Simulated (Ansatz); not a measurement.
**AlH₆NO: density, localisation and related maps**

Input

```
crystal:
  periodic: [false, false, false]
  atoms:
    - { symbol: Al, position_ang: [-0.01341, -0.415368, 0.00119] }
    - { symbol: O, position_ang: [-0.170633, -0.342835, 1.770147] }
    - { symbol: H, position_ang: [-1.065201, -0.476062, 2.135165] }
    - { symbol: H, position_ang: [1.490809, -0.512659, -0.52437] }
    - { symbol: H, position_ang: [-1.340259, -0.592304, -0.88713] }
    - { symbol: "N", position_ang: [0.140804, 2.540016, 0.924573] }
    - { symbol: H, position_ang: [1.053673, 2.970803, 1.135087] }
    - { symbol: H, position_ang: [-0.563055, 3.287797, 1.006686] }
    - { symbol: H, position_ang: [-0.035329, 1.866111, 1.707951] }
basis:
  gaussian: { orbitals: cc-pVDZ }
hamiltonian:
  xc: pbe
  dispersion: d4
relax:
  f_tol: 0.03
  max_steps: 50
output:
  orbitals: {}
```

Command:

```sh
ansatz run input.yaml --threads 1 --pin off --max-ram 2048MiB --backend cpu --events-out ev --progress --plain --runs-dir out
```

The fields are those of the run's last geometry, not of the input's.

Method: Ansatz, RKS PBE-D4/cc-pVDZ.

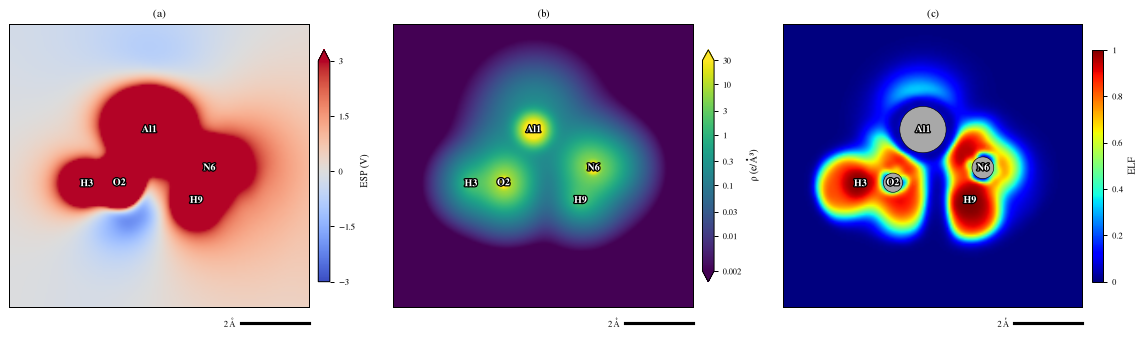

Figure 1. (a) electrostatic potential; (b) total electron density; (c) electron localisation function on the plane of atoms O2, Al1 and N6. Grey discs cover the atomic cores in the ELF map.

> What do the fields say about this system?

- The section cuts through Al, O, H and N sites.
- Al–O (1.79 Å): the density is about 0.66 e/Å³ at the midpoint; the ELF peaks at about 0.85 in the valence shell of O, 0.6 Å from its nucleus, and is about 0.45 at the midpoint.
- Al–N (2.08 Å): ρ is about 0.42 e/Å³ halfway; the ELF peaks at about 0.95 in the valence shell of N, 0.7 Å from its nucleus, and is about 0.70 at the midpoint.
- O–H (0.97 Å): ρ is about 3.5 e/Å³ halfway; the ELF climbs to about 1 towards the hydrogen, as it does in any bond to H: a covalent bond by its length.
- N–H (1.04 Å): the density is about 2.8 e/Å³ at the midpoint; the ELF climbs to about 1 towards the hydrogen (a covalent bond by its length).
- The ELF also peaks beside O2, away from the bonds: lone-pair regions.
- Outside the dense part of the molecule the potential is most negative (−2.0 V) near O2.

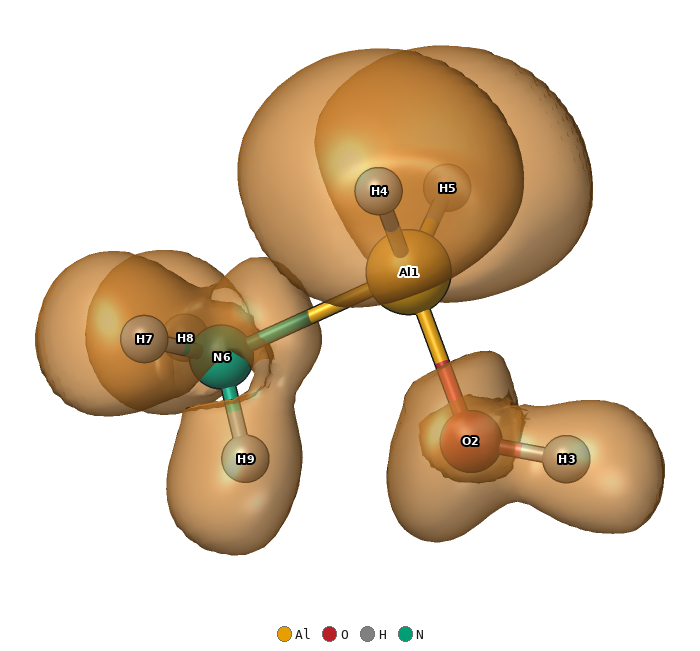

Figure 2. Isosurface of the electron localisation function at 0.75 (orange), seen at a tilt. Core shells and regions of very low density are left out.

> Where are the electrons localised?

At this value the surface marks out two regions around hydrogen nuclei, one joined region spread over several atoms (H, N), in which their bonds and any lone pairs are merged and one joined region spread over several atoms (H, O), in which their bonds and any lone pairs are merged.

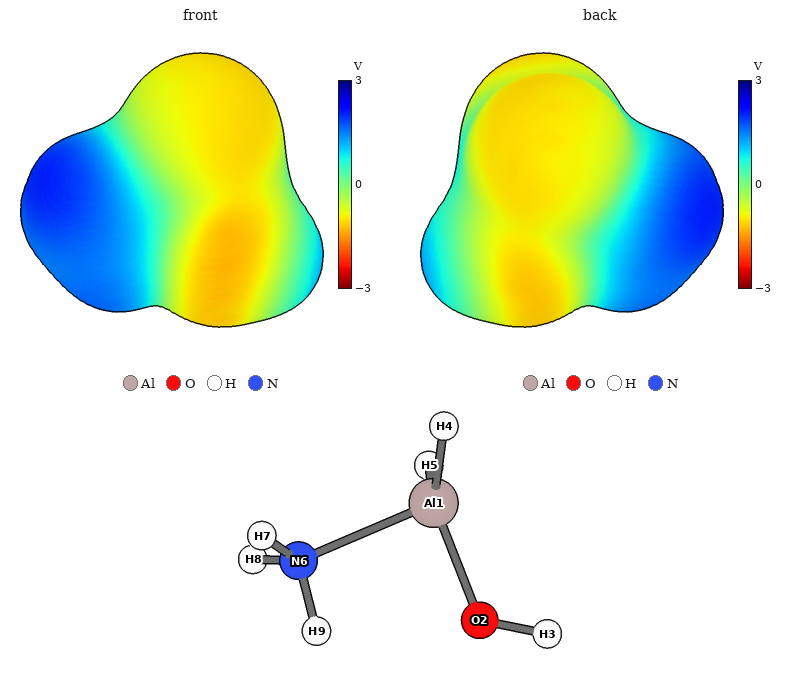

Figure 3. The electrostatic potential painted on the density surface at 0.001 e/bohr³, seen from the front and from behind; red is negative and blue positive. The bare structure is drawn below in the same view.

> Where is the surface potential most negative and most positive?

The most negative region (about −1.3 V) lies over O2, the most positive (about +2.1 V) over H7 and H8. O2 is the likeliest acceptor of a hydrogen bond.

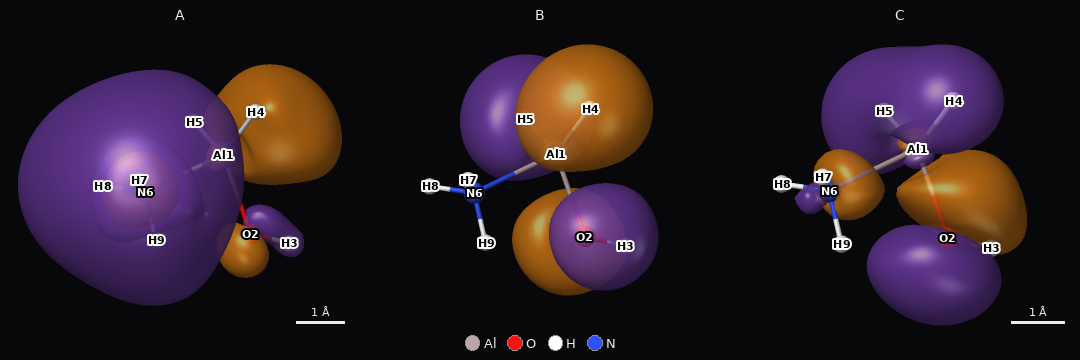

Figure 4. Three frontier orbitals at ±0.06 Å⁻³ᐟ² (orange and purple are the two phases), in no order.

> Which picture is the HOMO−1, the HOMO and the LUMO?

C is the HOMO−1 (−6.36 eV). Its weight (Hirshfeld) is mainly on O2 (about 60 %), Al1 (about 15 %), H5 (about 10 %) and H4 (about 5 %). B is the HOMO (−5.35 eV). Its weight (Hirshfeld) is mainly on O2 (about 45 %), H4 (about 15 %), Al1 (about 15 %) and H5 (about 15 %). A is the LUMO (−0.38 eV). By Hirshfeld shares it lies mainly on Al1 (about 25 %), N6 (about 20 %), H7 (about 20 %), H8 (about 20 %) and H9 (about 10 %).

> What is the HOMO–LUMO gap?

4.97 eV between the orbital energies.
